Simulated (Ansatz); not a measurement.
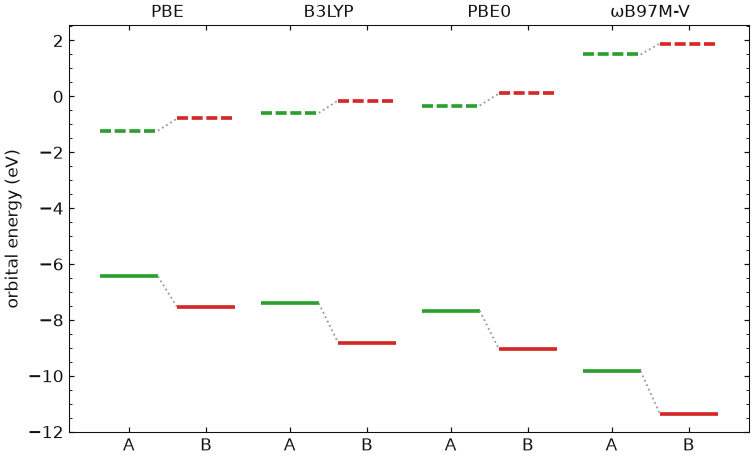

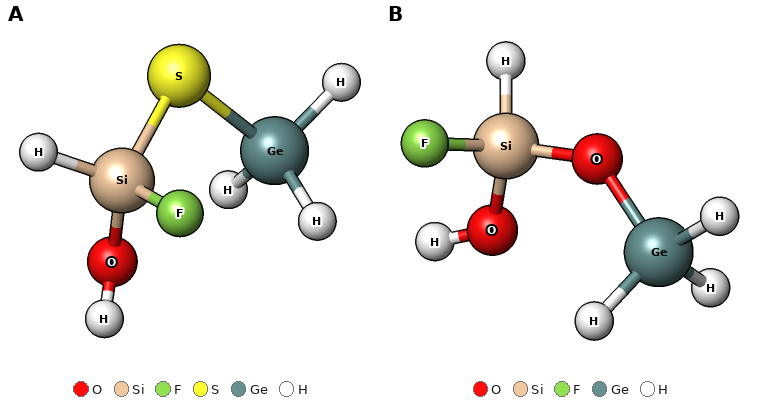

One change: A, GeSiH₅SOF (SMILES O[Si@@H](F)[S][GeH3]), becomes B, GeSiH₅O₂F (SMILES O[Si@@H](F)[O][GeH3]). GeH₃S (bound through S) on Si is replaced by GeH₃O (bound through O). HOMO (solid) and LUMO (dashed) computed in def2-TZVPP at PBE0-D4/def2-TZVP geometries, both minima by their frequencies, gas phase, the Ansatz code 0.2.0. Empty levels above zero depend strongly on the basis.

Question: What does the change do to HOMO and LUMO?

Answer: PBE: the HOMO falls by 1.10 eV, the LUMO rises by 0.44 eV, and the separation goes from 5.22 to 6.75 eV. B3LYP: the HOMO falls by 1.41 eV, the LUMO rises by 0.44 eV, and the separation goes from 6.81 to 8.66 eV. PBE0: the HOMO falls by 1.38 eV, the LUMO rises by 0.44 eV, and the separation goes from 7.34 to 9.15 eV. ωB97M-V: the HOMO falls by 1.53 eV, the LUMO rises by 0.39 eV, and the separation goes from 11.33 to 13.25 eV.

Question: Do the functionals agree on the effect?

Answer: They agree on the direction for both levels; the HOMO shift lies between −1.53 and −1.10 eV and the LUMO shift between 0.39 and 0.44 eV, while the separations themselves differ by up to 6.5 eV between functionals.

Known limits of this run: one conformer of each flexible molecule.
